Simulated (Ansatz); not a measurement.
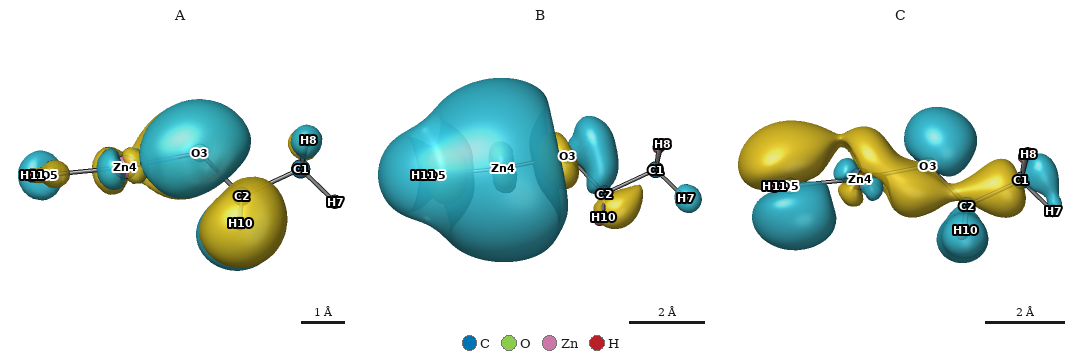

*C2H6O2Zn. Three frontier orbitals at ±0.06 Å⁻³ᐟ² (yellow and cyan are the two phases), in no order.*

Method: RKS PBE-D4/def2-SVP (Ansatz).

```csv
atom,x (Å),y (Å),z (Å)
C,-1.6049,0.6053,1.0344
C,-0.6139,0.3699,-0.0993
O,0.4457,-0.4339,0.3776
Zn,1.7926,-0.9748,-0.6570
O,3.1122,-1.7163,-1.5923
H,-2.0045,-0.3614,1.4024
H,-2.4549,1.2352,0.6996
H,-1.1035,1.1107,1.8845
H,-1.1537,-0.1060,-0.9586
H,-0.2548,1.3622,-0.4776
H,3.9050,-1.1480,-1.5930
```

Order the three orbitals by energy and name them.

Answer. C is the HOMO−1 (−6.00 eV). By Hirshfeld shares it lies mainly on O5 (about 50 %), O3 (about 25 %) and Zn4 (about 10 %); largely a combination of lone pairs on O5 and O3. A is the HOMO (−5.50 eV). Its weight (Hirshfeld) is mainly on O3 (about 65 %), C2 (about 10 %), Zn4 (about 10 %), H10 (about 5 %) and H9 (about 5 %). B is the LUMO (−1.63 eV). It lies mainly on Zn4 (about 60 %), O5 (about 15 %), O3 (about 10 %) and H11 (about 5 %).

What is the HOMO–LUMO gap?

Answer. 3.87 eV between the orbital energies.
